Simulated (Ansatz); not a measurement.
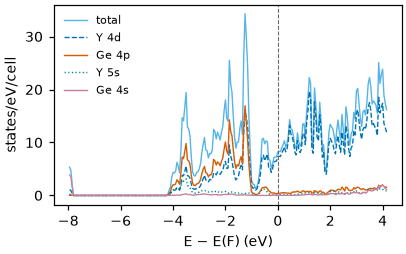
Total and projected density of states of Y5Ge3 in space group P6_3/mcm (No. 193; Y on 6g, Y on 4d, Ge on 6g), plane-wave PAW r²SCAN (Ansatz code)

Task: Which orbitals carry the states next to the Fermi level?

Result: Within 0.5 eV of the Fermi level: Y 4d 86 %, Ge 4p 7 %. Projections are on Löwdin-orthogonalised atomic valence shells; empty p or d shells of many metals are not among them.

Task: Where is the tallest occupied peak in this window, and what makes it?

Result: Near -1.2 eV, about 34 states/eV per cell; the largest projected share is Ge 4p.

The workflow started from a Materials Project entry (that database holds measured and hypothetical structures alike); the Crystallography Open Database copy checked does not list it. Whether it is the stable phase at ambient conditions was not checked. The cell was relaxed with r²SCAN under the symmetry of its start; its stability against distortions is not shown here. The run is not spin-polarised. Scalar-relativistic: spin–orbit coupling is off unless named, which matters more the heavier the elements.

Potentials: the later of the program's two PAW sets.
